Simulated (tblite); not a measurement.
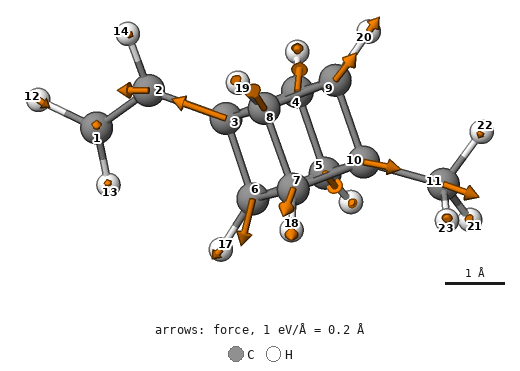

Starting geometry of C₁₁H₁₂ with the computed forces as orange arrows. Style: ball-and-stick. Shown at a tilt.

Level of theory: GFN2-xTB geometry optimisation, gas phase in tblite 0.8.0. 

Is this structure relaxed? If not, where do the atoms go?

It isn't relaxed: the largest force vector, on a C atom, is 5.08 eV/Å. The final displacements have little in common with the starting forces (cosine between the two patterns 0.22). The atom that moves furthest after the best rigid fit is an H atom (0.91 Å). Largest moves by element: H 0.91 Å, C 0.15 Å. Some distances before and after: C–C 1.442 → 1.549 Å, C–C 1.460 → 1.559 Å, C–C 1.472 → 1.550 Å, C–C 1.440 → 1.500 Å. Bond angles that change, for instance: C–C–H 114.1° → 120.5°, C–C–H 120.3° → 114.7°, C–C–H 118.9° → 122.0°. Groups turn about C–C by about 55°. Over 80 geometry steps the energy falls by 44.3 kcal/mol. The run took 1.1 s on 1 thread of Arm Neoverse N1, on a shared host.
